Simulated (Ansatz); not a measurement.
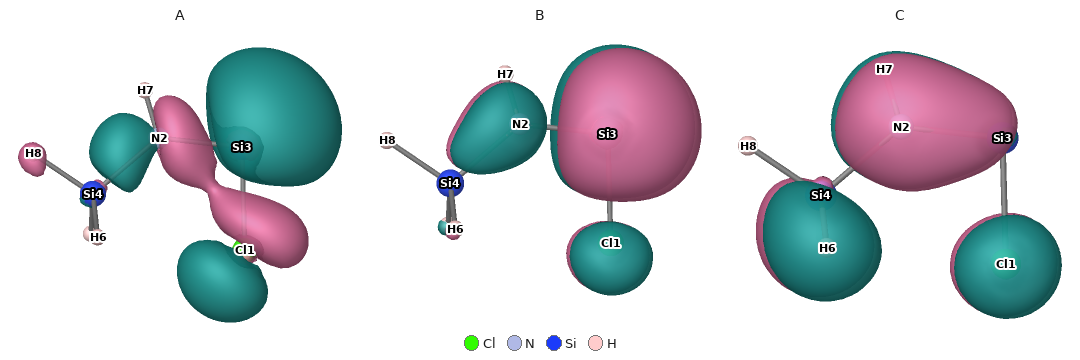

Figure. ClH4NSi2 (SMILES [SiH3]N[Si]Cl). Three frontier orbitals at ±0.08 Å⁻³ᐟ² (teal and pink are the two phases), in no order.

Geometry: PBE0-D3(BJ)/pcseg-1.

Computed with Ansatz, isolated molecule in a Gaussian basis; Kohn-Sham density functional theory, functional PBE0.

| atom | x (Å) | y (Å) | z (Å) |
| --- | --- | --- | --- |
| Cl | -1.9867 | -0.0125 | -0.6723 |
| N | 0.4204 | -0.6391 | 0.8490 |
| Si | -0.9637 | -1.5531 | 0.3747 |
| Si | 0.9130 | 1.0471 | 0.5905 |
| H | 1.0658 | 1.3408 | -0.8593 |
| H | -0.0676 | 1.9871 | 1.1958 |
| H | 1.0895 | -1.1874 | 1.3893 |
| H | 2.2314 | 1.1880 | 1.2732 |

> Which picture is the HOMO−1, the HOMO and the LUMO?

C is the HOMO−1 (−8.46 eV). It lies mainly on N2 (about 45 %), Si4 (about 15 %), Cl1 (about 10 %), Si3 (about 10 %), H5 (about 10 %) and H6 (about 10 %). A is the HOMO (−7.28 eV). By Hirshfeld shares it lies mainly on Si3 (about 65 %), Cl1 (about 20 %) and N2 (about 10 %). B is the LUMO (−1.92 eV). It lies mainly on Si3 (about 75 %), N2 (about 10 %) and Cl1 (about 10 %).

> What is the HOMO–LUMO gap?

5.36 eV between the orbital energies.
